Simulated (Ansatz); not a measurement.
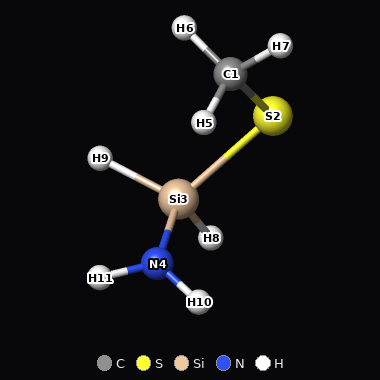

The system is CH₇NSSi (SMILES CS[SiH2]N) with the probe HF; the picture shows it without the atoms that are moved over the map. 
- The probe is moved over a plane parallel to the molecule's main plane, 4.96 Å above it.
- The first coordinate is: x of the probe's F atom; the second: y of the probe's F atom.
- Nothing is relaxed (molecule and probe rigid, the probe upright with F nearest the plane).
- Grid: 17 × 15 points.
- Points are written as (first, second).
- Energies are in kJ/mol, from molecule and probe far apart, each relaxed in its own basis (no counterpoise correction).
- Computed with RKS CAM-B3LYP-D4/def2-SVP (Ansatz 0.2.0).

Range: x of the probe's F atom from −3.92 to 3.92 Å; y of the probe's F atom from −3.43 to 3.43 Å.

What will the energy surface look like?

Answer. The lowest grid point is at (−1.47 Å, 0.49 Å), −2.43 kJ/mol from molecule and probe far apart, each relaxed in its own basis (no counterpoise correction). The bottom of the well lies between grid points, at about (−1.24 Å, 0.26 Å), about 0.066 kJ/mol lower on the interpolated surface. A higher local minimum lies near (1.96 Å, −0.98 Å) (1.13 kJ/mol above the lowest at that grid point). The highest grid point, (1.96 Å, 3.43 Å), lies 3.65 kJ/mol above the lowest. On the interpolated surface the easiest way out of the lowest well to the well at about (1.82 Å, −1.21 Å) passes a barrier of about 1.3 kJ/mol, counted from the interpolated bottom of the well. Near the minimum the well is nearly round, with a curvature of about 0.013 eV/Å².

```tsv
y of the probe's F atom ↓, x of the probe's F atom →	−3.43	−2.45	−1.47	−0.49	0.49	1.47	2.45	3.43
3.43	0.46	0.56	0.66	0.84	1.06	1.19	1.21	1.13
2.94	0.38	0.40	0.39	0.60	0.95	1.16	1.19	1.11
2.45	0.24	0.09	−0.12	0.13	0.71	1.06	1.11	1.05
1.96	0.05	−0.38	−0.84	−0.55	0.32	0.86	0.96	0.92
1.47	−0.19	−0.90	−1.58	−1.26	−0.18	0.55	0.70	0.74
0.98	−0.43	−1.35	−2.14	−1.82	−0.67	0.13	0.33	0.48
0.49	−0.64	−1.62	−2.43	−2.13	−1.05	−0.34	−0.13	0.17
0.00	−0.78	−1.67	−2.42	−2.16	−1.28	−0.79	−0.60	−0.15
−0.49	−0.86	−1.54	−2.14	−1.92	−1.31	−1.13	−0.98	−0.42
−0.98	−0.92	−1.32	−1.69	−1.52	−1.21	−1.29	−1.18	−0.58
−1.47	−0.96	−1.14	−1.26	−1.12	−1.04	−1.27	−1.18	−0.61
−1.96	−0.97	−1.03	−0.98	−0.85	−0.88	−1.10	−1.01	−0.54
−2.45	−0.96	−0.96	−0.85	−0.72	−0.73	−0.87	−0.78	−0.42
−2.94	−0.90	−0.90	−0.78	−0.64	−0.61	−0.65	−0.55	−0.31
−3.43	−0.81	−0.81	−0.70	−0.57	−0.50	−0.47	−0.38	−0.21
```

The table holds every second grid line.

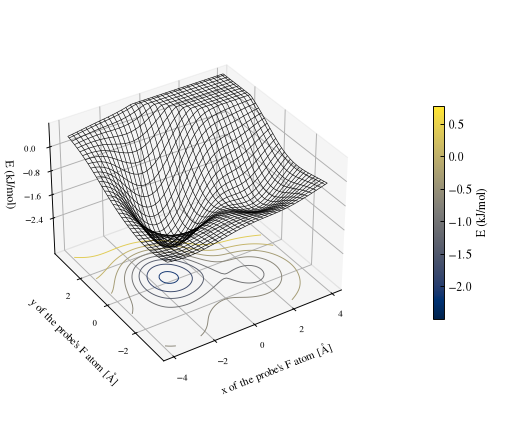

Drawn: a relief with its contours projected below, any walls above the top of the colour scale cut off. Between grid points the surface is interpolated.

Each point was launched as `ansatz run input.yaml --threads 1 --pin off --max-ram 2560MiB --backend cpu --events-out ev --progress --plain --runs-dir out`. Time for the 255 points that were run: 27 min on 1 thread of Arm Neoverse V2 (shared host).
